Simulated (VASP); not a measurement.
Band structure of SrHg (space group Pm-3m). Calculation: PBEsol GGA, VASP's PBE PAW potentials (set 64) (plane waves; VASP).

Unless said otherwise, spin-orbit coupling is left out, though it shifts the bands of the heavy elements here.

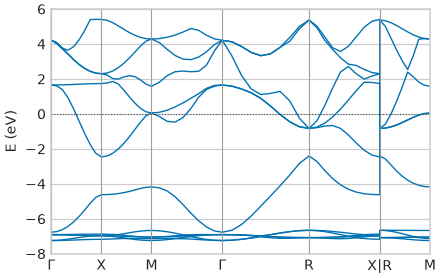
Fig. 1. Bands along high-symmetry lines, zero at the valence-band maximum or, without a gap, the Fermi level

**Question.** Read the plot: is there a gap, and where are the band edges?

**Answer.** It has no gap at this level: it comes out as a metal or semimetal.

The structure comes from a measured SrHg entry (Pm-3m) of the Crystallography Open Database, whose conditions weren't checked. The cell was not relaxed at this level.
